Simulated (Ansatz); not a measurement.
Partial pair distribution functions of a relaxed model of amorphous Si16O24C12H32, broadened by 0.06 Å; density 1.35 g/cm³. Computed with PBE, scalar-relativistic without spin-orbit coupling (plane waves to 420 eV, PAW; Ansatz, an electronic-structure program).

A CHGNet melt-quench gave the starting glass, which DFT then relaxed. O atoms were pushed apart under 1.9 Å during the dynamics, to hinder bonds among them. The hot cell started wider than the set density and was brought back towards it in steps. It is the lowest in DFT energy of 2 quenches. It is a model cell: composition and starting density were chosen by hand, and all elements were melted together. No dispersion term was used. Its density started from a set value of 1.35 and ended at 1.35 g/cm³. The quench (nominally 420 K/ps over its main leg) was far faster than any real one, so the model tends to hold more defects than a real film. A cell of this size samples the disorder only roughly. The volume was held where the preparation left it, at a PBE pressure of -0.6 GPa (tension). Stress components on the final sampling reach 0.9 GPa. The cell holds free molecules (1 H2). Cycles of charging lowered its energy after that relaxation.

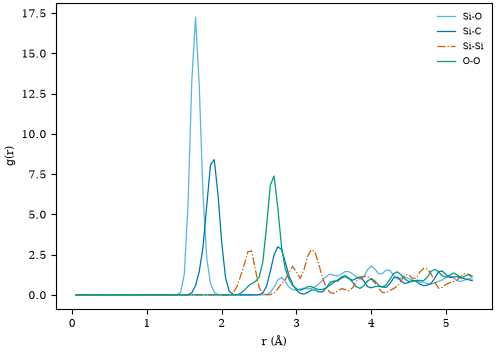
Fig. 1. Partial pair distribution functions

Highest peaks under 4.5 Å: Si-O near 1.65 Å, Si-C near 1.90 Å, Si-Si near 3.20 Å, O-O near 2.70 Å; pairs of few atoms are noisy.

Within 1.98 Å each Si has 2.00 O neighbours on average.
